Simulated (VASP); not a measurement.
Band structure of TlBr (relaxed from the CsCl type structure, space group Pm-3m). Method: PBE GGA, VASP's PBE PAW potentials (set 64) (plane waves; VASP 6.6.1).

Unless said otherwise, spin-orbit coupling is left out, though it shifts the bands of the heavy elements here.

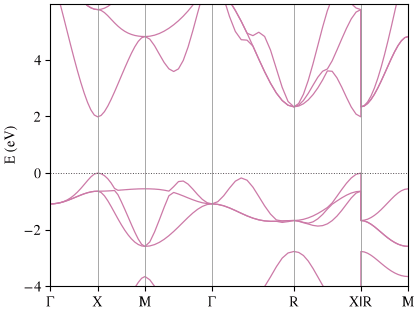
Figure. Bands along high-symmetry lines, zero at the valence-band maximum or, without a gap, the Fermi level

Task: Read the plot: is there a gap, and where are the band edges?

Result: The gap is direct, 1.99 eV, from the valence maximum at X to the conduction minimum at X. (Edges off the drawn lines would not show.)

The structure was generated: TlBr was put into the CsCl type type (Pm-3m), which need not be its known phase. It was relaxed first, which changed the volume by +62 %.
